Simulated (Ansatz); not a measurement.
# H₂O (singlet): correlated methods under varied settings at distance O1–H2 = 0.960 Å

Aim: run H₂O (singlet) at one geometry under a spread of methods and options, and see what each costs and gives.

Program: Ansatz 0.2.0, Gaussian basis. Level of theory: the settings change from run to run. These are calculated values, not measurements.

28 further runs of the same task are left out: 1 for a mislabelled method, 21 that didn't finish, 6 set aside as unsound or not needed.

### 1 The system

The geometry derives from a PBE0/def2-TZVP stationary point (not a proven minimum). One bond is set to the value named and the two fragments are kept rigid.

3 atoms, charge 0, spin multiplicity 1.

Atoms are counted from 1 here; the program's logs count them from 0.

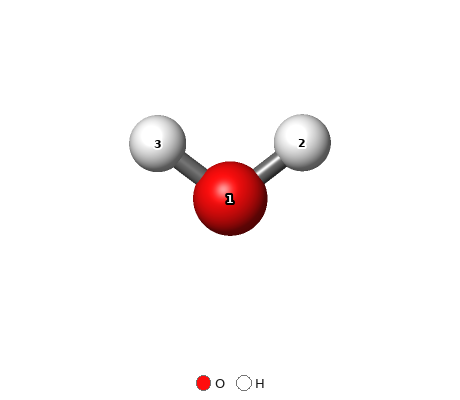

The structure; oxygen red, hydrogen white; atoms are numbered from 1 in the order of the file.

### 2 NEVPT4(SD)(6,3)/def2-SVP

in.yaml reads:

```yaml
crystal:
  periodic: [false, false, false]
  atoms:
    - {symbol: O, position_ang: [0.000000, -0.065318, 0.000000]}
    - {symbol: H, position_ang: [0.000000, 0.518410, -0.761550]}
    - {symbol: H, position_ang: [0.000000, 0.518410, 0.761550]}
basis:
  gaussian: {orbitals: def2-SVP}
correlation: {method: fic_nevpt4_sd, electrons: all, active_space: {window: {electrons: 6, orbitals: 3}}}
```

Run with:

```sh
ansatz run in.yaml --threads 1 --pin off --events-out ev --progress --plain --max-ram 2393MiB
```

What it wrote:

```text
Functional definition: HF
  name "HF"
  cite "Fock, Z. Phys. 61, 126 (1930) doi:10.1007/BF01340294"
  parent pbe
  exchange = exact_x
  correlation = 0
234 factors; integrals over basis functions are off by at most 7.5e-4 eV
mean field evaluation 1: about -2065.3753 eV, gradient 3.0e1 eV
mean field evaluation 2: about -2065.3754 eV, gradient 3.0e1 eV
mean field evaluation 4: about -2066.9936 eV, gradient 1.5e0 eV
mean field evaluation 8: about -2067.0008 eV, gradient 1.5e-5 eV
mean field -2067.00080757 eV, -75.9608786147 hartree, gradient 2.3e-6 eV, S^2 0.000000; 0 other end points of the search recorded, 0 dependent functions left out
reference -2067.00080757 eV, -75.9608786147 hartree; 5, 5 occupied and 19, 19 virtual orbitals, 234 factors
state -2067.00080757 eV, -75.9608786147 hartree
state -2067.00080757 eV, -75.9608786147 hartree; corrected -2072.78151326 eV, -76.1733156305 hartree
WARN: 3 active orbitals are nearly empty or full. The corrections depend on them more than the energy does, and are more stable in an active space without them
Total energy: -2072.78151326 eV, -76.1733156305 hartree
```

It took 0.27 s on 1 thread of Intel Xeon Platinum 8488C, shared host.

From the report: 1 determinant; active occupations 2.00, 2.00, 2.00. The report marks this result as in doubt.

### 3 CCSD on UHF/cc-pVTZ

in.yaml reads:

```yaml
crystal:
  periodic: [false, false, false]
  atoms:
    - {symbol: O, position_ang: [0.000000, -0.065318, 0.000000]}
    - {symbol: H, position_ang: [0.000000, 0.518410, -0.761550]}
    - {symbol: H, position_ang: [0.000000, 0.518410, 0.761550]}
basis:
  gaussian: {orbitals: cc-pVTZ, point_charges: [{charge: -0.50, position_ang: [4.522, -0.066, -0.415]}]}
magnetization: {spin_polarized: true, initial_magnetization: 0}
correlation: {method: ccsd, electrons: outside_noble_gas}
```

The command is unchanged.

What it wrote, cut to the lines that bear on the results:

```text
Functional definition: HF
  name "HF"
  cite "Fock, Z. Phys. 61, 126 (1930) doi:10.1007/BF01340294"
  parent pbe
[...]
342 factors; integrals over basis functions are off by at most 6.6e-4 eV
[...]
mean field -2069.58301344 eV, -76.0557729301 hartree, gradient 1.9e-6 eV, S^2 0.000000; 0 other end points of the search recorded, 0 dependent functions left out
1 core orbitals not correlated: weight in the atoms' cores, before any rotation towards them, 1.000 or more for the frozen orbitals, at most 0.000 for the correlated occupied ones
reference -2069.58301344 eV, -76.0557729301 hartree; 4, 4 occupied and 53, 53 virtual orbitals, 342 factors
second order -7.11883756 eV of doubles, -0.00000000 eV of singles
cycle   1  -7.12837412 eV  change   -9.5e-3 eV  update   3.8e-2
[...]
cycle   9  -7.27986211 eV  change    1.5e-6 eV  update   1.7e-6
Total energy: -2076.86287555 eV, -76.3233029281 hartree
```

Run time: 0.81 s. Hardware: 1 thread of Intel Xeon Platinum 8488C, shared host.

From the report: ⟨S²⟩ of the determinant 0.000 (pure singlet: 0.00); correlation -7.2799 eV; T1 0.007; largest double amplitude 0.05.

### 4 BCCD(T) on UHF/6-31++G**

in.yaml reads:

```yaml
crystal:
  periodic: [false, false, false]
  atoms:
    - {symbol: O, position_ang: [0.000000, -0.065318, 0.000000]}
    - {symbol: H, position_ang: [0.000000, 0.518410, -0.761550]}
    - {symbol: H, position_ang: [0.000000, 0.518410, 0.761550]}
basis:
  gaussian: {orbitals: "6-31++G**"}
magnetization: {spin_polarized: true, initial_magnetization: 0}
hamiltonian: {pseudopotentials: {relativity: scalar}}
correlation: {method: bccd_t, electrons: outside_noble_gas}
scf: {lower_state_search: off}
```

Same command.

What it wrote, cut to the lines that bear on the results:

```text
Functional definition: HF
  name "HF"
  cite "Fock, Z. Phys. 61, 126 (1930) doi:10.1007/BF01340294"
  parent pbe
[...]
279 factors; integrals over basis functions are off by at most 8.5e-4 eV
[...]
mean field -2070.21949202 eV, -76.0791630864 hartree, gradient 4.9e-6 eV, S^2 0.000000; 0 other end points of the search recorded, 0 dependent functions left out
1 core orbitals not correlated: weight in the atoms' cores, before any rotation towards them, 1.000 or more for the frozen orbitals, at most 0.000 for the correlated occupied ones
reference -2070.21949202 eV, -76.0791630864 hartree; 4, 4 occupied and 26, 26 virtual orbitals, 279 factors
second order -5.51669863 eV of doubles, -0.00000000 eV of singles
cycle   1  -5.59076639 eV  change   -7.4e-2 eV  update   4.7e-2
[...]
cycle   8  -5.72053152 eV  change    6.3e-6 eV  update   8.2e-6
perturbative correction -0.10396796 eV, -0.0038207519 hartree
Total energy: -2076.04399149 eV, -76.2932094943 hartree
Relativity: scalar
Checks for a lower state left out: stability, starts, cluster_reference, orbital_swaps, neighbouring_geometries, increment
```

Wall time 0.48 s (1 thread of Intel Xeon Platinum 8488C, shared host).

From the report: ⟨S²⟩ of the determinant 0.000 (pure singlet: 0.00); correlation -5.8245 eV; largest double amplitude 0.04.

### 5 MRCISD+Q(6,6)/6-31G

in.yaml reads:

```yaml
crystal:
  periodic: [false, false, false]
  atoms:
    - {symbol: O, position_ang: [0.000000, -0.065318, 0.000000]}
    - {symbol: H, position_ang: [0.000000, 0.518410, -0.761550]}
    - {symbol: H, position_ang: [0.000000, 0.518410, 0.761550]}
basis:
  gaussian: {orbitals: 6-31G}
correlation: {method: fic_mrcisd_q, electrons: outside_noble_gas, active_space: {window: {electrons: 6, orbitals: 6}, states: [{multiplicity: 1, weights: [1, 1, 0.5, 0.5]}]}}
```

Launched as before.

What it wrote:

```text
Functional definition: HF
  name "HF"
  cite "Fock, Z. Phys. 61, 126 (1930) doi:10.1007/BF01340294"
  parent pbe
  exchange = exact_x
  correlation = 0
222 factors; integrals over basis functions are off by at most 2.2e-8 eV
mean field evaluation 1: about -2066.0317 eV, gradient 2.9e1 eV
mean field evaluation 2: about -2066.0306 eV, gradient 2.9e1 eV
mean field evaluation 4: about -2067.6288 eV, gradient 1.3e0 eV
mean field evaluation 8: about -2067.6341 eV, gradient 2.3e-3 eV
mean field -2067.63411308 eV, -75.9841521630 hartree, gradient 2.1e-6 eV, S^2 0.000000; 0 other end points of the search recorded, 0 dependent functions left out
reference -2067.63411308 eV, -75.9841521630 hartree; 5, 5 occupied and 8, 8 virtual orbitals, 222 factors
state -2068.43885946 eV, -76.0137260469 hartree
state -2060.64388941 eV, -75.7272661814 hartree
state -2057.71618680 eV, -75.6196750948 hartree
state -2057.66735979 eV, -75.6178807351 hartree
contracted CI cycle   1: correlation 0.00000000 eV, 0.0000000000 hartree, residual 1.59e1 eV
contracted CI cycle   2: correlation -2.61188211 eV, -0.0959848973 hartree, residual 3.37e0 eV
contracted CI cycle   3: correlation -2.73943488 eV, -0.1006723752 hartree, residual 7.74e-1 eV
contracted CI cycle   4: correlation -2.74583499 eV, -0.1009075747 hartree, residual 1.58e-1 eV
contracted CI cycle   5: correlation -2.74610848 eV, -0.1009176254 hartree, residual 3.35e-2 eV
contracted CI cycle   6: correlation -2.74612006 eV, -0.1009180509 hartree, residual 7.37e-3 eV
contracted CI cycle   7: correlation -2.74612063 eV, -0.1009180716 hartree, residual 1.62e-3 eV
contracted CI cycle   8: correlation -2.74612065 eV, -0.1009180725 hartree, residual 2.92e-4 eV
state -2068.43885946 eV, -76.0137260469 hartree; corrected -2071.27800156 eV, -76.1180625945 hartree
contracted CI cycle   1: correlation 0.00000000 eV, 0.0000000000 hartree, residual 1.41e1 eV
contracted CI cycle   2: correlation -2.08347735 eV, -0.0765663803 hartree, residual 2.21e0 eV
contracted CI cycle   3: correlation -2.13908198 eV, -0.0786098127 hartree, residual 4.53e-1 eV
contracted CI cycle   4: correlation -2.14125719 eV, -0.0786897504 hartree, residual 9.43e-2 eV
contracted CI cycle   5: correlation -2.14135671 eV, -0.0786934076 hartree, residual 1.83e-2 eV
contracted CI cycle   6: correlation -2.14136033 eV, -0.0786935406 hartree, residual 3.53e-3 eV
contracted CI cycle   7: correlation -2.14136047 eV, -0.0786935457 hartree, residual 6.45e-4 eV
state -2060.64388941 eV, -75.7272661814 hartree; corrected -2062.84053698 eV, -75.8079914904 hartree
contracted CI cycle   1: correlation 0.00000000 eV, 0.0000000000 hartree, residual 1.50e1 eV
contracted CI cycle   2: correlation -2.69084047 eV, -0.0988865633 hartree, residual 2.75e0 eV
contracted CI cycle   3: correlation -2.79507596 eV, -0.1027171468 hartree, residual 6.19e-1 eV
contracted CI cycle   4: correlation -2.80019018 eV, -0.1029050912 hartree, residual 1.37e-1 eV
contracted CI cycle   5: correlation -2.80042049 eV, -0.1029135547 hartree, residual 3.06e-2 eV
contracted CI cycle   6: correlation -2.80043199 eV, -0.1029139776 hartree, residual 7.08e-3 eV
contracted CI cycle   7: correlation -2.80043261 eV, -0.1029140003 hartree, residual 1.50e-3 eV
contracted CI cycle   8: correlation -2.80043264 eV, -0.1029140013 hartree, residual 3.31e-4 eV
state -2057.71618680 eV, -75.6196750948 hartree; corrected -2060.65093458 eV, -75.7275250864 hartree
contracted CI cycle   1: correlation 0.00000000 eV, 0.0000000000 hartree, residual 1.54e1 eV
contracted CI cycle   2: correlation -2.48361886 eV, -0.0912713098 hartree, residual 2.84e0 eV
contracted CI cycle   3: correlation -2.58659428 eV, -0.0950555866 hartree, residual 7.62e-1 eV
contracted CI cycle   4: correlation -2.59451721 eV, -0.0953467488 hartree, residual 1.96e-1 eV
contracted CI cycle   5: correlation -2.59506576 eV, -0.0953669078 hartree, residual 4.27e-2 eV
contracted CI cycle   6: correlation -2.59509046 eV, -0.0953678153 hartree, residual 9.28e-3 eV
contracted CI cycle   7: correlation -2.59509151 eV, -0.0953678541 hartree, residual 1.97e-3 eV
contracted CI cycle   8: correlation -2.59509156 eV, -0.0953678559 hartree, residual 5.01e-4 eV
state -2057.66735979 eV, -75.6178807351 hartree; corrected -2060.34776440 eV, -75.7163837879 hartree
Total energy: -2064.87262934 eV, -75.8826695074 hartree
```

Run time: 2.1 s. Hardware: 1 thread of Intel Xeon Platinum 8488C, shared host.

From the report: 104 determinants; active occupations (of the averaged states) 1.98, 1.82, 1.50, 0.50, 0.19, 0.01.

### 6 CCSDT(Q)/B on RHF/def2-TZVP

in.yaml reads:

```yaml
crystal:
  periodic: [false, false, false]
  atoms:
    - {symbol: O, position_ang: [0.000000, -0.065318, 0.000000]}
    - {symbol: H, position_ang: [0.000000, 0.518410, -0.761550]}
    - {symbol: H, position_ang: [0.000000, 0.518410, 0.761550]}
basis:
  gaussian: {orbitals: def2-TZVP, point_charges: [{charge: 0.50, position_ang: [4.472, 0.906, 0.680]}]}
magnetization: {spin_polarized: false}
correlation: {method: ccsdt_q_b, electrons: outside_noble_gas}
accuracy: high
```

Launched as before.

What it wrote, cut to the lines that bear on the results:

```text
Functional definition: HF
  name "HF"
  cite "Fock, Z. Phys. 61, 126 (1930) doi:10.1007/BF01340294"
  parent pbe
[...]
661 factors; integrals over basis functions are off by at most 3.9e-9 eV
[...]
mean field -2069.67630112 eV, -76.0592011891 hartree, gradient 2.7e-8 eV, S^2 0.000000; 0 other end points of the search recorded, 0 dependent functions left out
1 core orbitals not correlated: weight in the atoms' cores, before any rotation towards them, 1.000 or more for the frozen orbitals, at most 0.000 for the correlated occupied ones
reference -2069.67630112 eV, -76.0592011891 hartree; 4, 4 occupied and 38, 38 virtual orbitals, 661 factors
second order -6.91595248 eV of doubles, -0.00000000 eV of singles
cycle   1  -6.94476657 eV  change   -2.9e-2 eV  update   4.9e-2
[...]
cycle  20  -7.28806039 eV  change   2.5e-10 eV  update  4.6e-10
perturbative correction -0.00995335 eV, -0.0003657789 hartree
Total energy: -2076.97431486 eV, -76.3273982473 hartree
```

Run time: 10 s. Hardware: 1 thread of Intel Xeon Platinum 8488C, shared host; peak memory 0.4 GiB.

From the report: correlation -7.2980 eV; T1 0.007; largest double amplitude 0.05.

### 7 The runs in one table

 † marks a result that the program doubts.

| level | correlated | functions | energy (eV) | time |
| --- | --- | --- | --- | --- |
| NEVPT4(SD)(6,3)/def2-SVP † | all | 24 | -2072.7815 | 0.27 s |
| CCSD on UHF/cc-pVTZ (beside a point charge) | outside noble gas | 58 | -2076.8629 | 0.81 s |
| BCCD(T) on UHF/6-31++G** (relativity set) | outside noble gas | 31 | -2076.0440 | 0.48 s |
| MRCISD+Q(6,6)/6-31G (mean of several states) | outside noble gas | 13 | -2064.8726 | 2.1 s |
| CCSDT(Q)/B on RHF/def2-TZVP (beside a point charge) | outside noble gas | 43 | -2076.9743 | 10 s |

### 8 What came out

| quantity | value |
| --- | --- |
| runs | 5 |
| quickest | NEVPT4(SD)(6,3)/def2-SVP †, 0.27 s |
| slowest | CCSDT(Q)/B on RHF/def2-TZVP (beside a point charge), 10 s |

**Reading.** Total energies in different bases, with other cores or another treatment of relativity can't be set against each other. CCSDT(Q)/B on RHF/def2-TZVP (beside a point charge) took 37 times as long as NEVPT4(SD)(6,3)/def2-SVP †; the jobs differ in more than the method.
